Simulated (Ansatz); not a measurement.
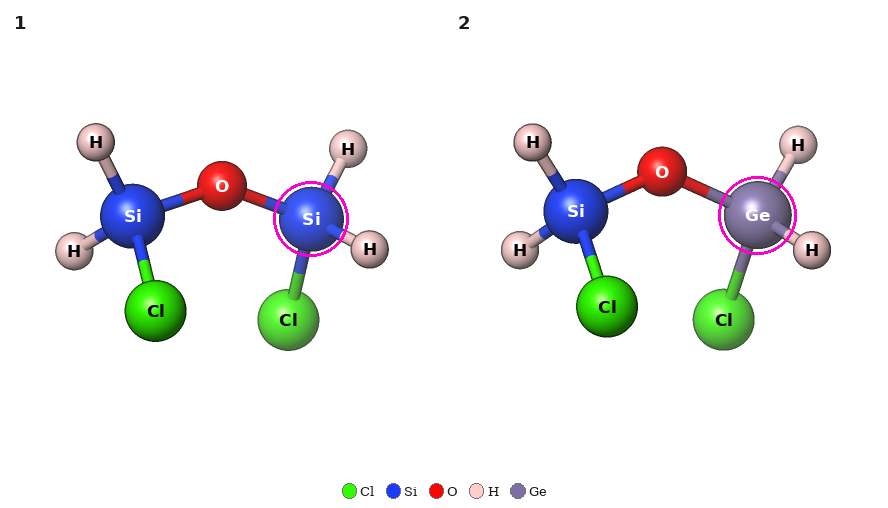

2 molecules with one skeleton, seen from the same side and at one scale; the atom that differs is circled. Each species is neutral and a spin singlet. Computed geometries: PBE0-D4/def2-TZVP optimisations, one conformation each. Properties computed with Ansatz 0.2.0.

One atom differs, called X below: Si in panel 1, Ge in panel 2. Their formulas are Cl2H4OSi2 (`Cl[SiH2]O[SiH2]Cl`), Cl2GeH4OSi (`Cl[SiH2][O][GeH2][Cl]`).

In which is the HOMO–LUMO gap larger (PBE-D4/def2-TZVPP)?

In panel 1 (X = Si).

In which is the length of X–O larger (PBE0-D4/def2-TZVP)?

In panel 2 (X = Ge).

Give the values. With PBE0-D4/def2-TZVP: length of X–Cl (Å), mean length of X–H (Å), length of X–O (Å), angle H–X–H (°), dipole moment (D). With PBE-D4/def2-TZVPP: HOMO energy (Kohn–Sham orbital) (eV), HOMO–LUMO gap (eV).

| quantity | 1 (Si) | 2 (Ge) | 2 − 1 |
| --- | --- | --- | --- |
| length of X–Cl (Å) | 2.049 | 2.146 | +0.097 |
| mean length of X–H (Å) | 1.476 | 1.528 | +0.052 |
| length of X–O (Å) | 1.628 | 1.766 | +0.138 |
| angle H–X–H (°) | 112.7 | 116.5 | +3.8 |
| dipole moment (D) | 1.33 | 1.87 | +0.54 |
| HOMO energy (Kohn–Sham orbital) (eV) | −7.59 | −7.41 | +0.18 |
| HOMO–LUMO gap (eV) | 6.73 | 6.21 | −0.52 |
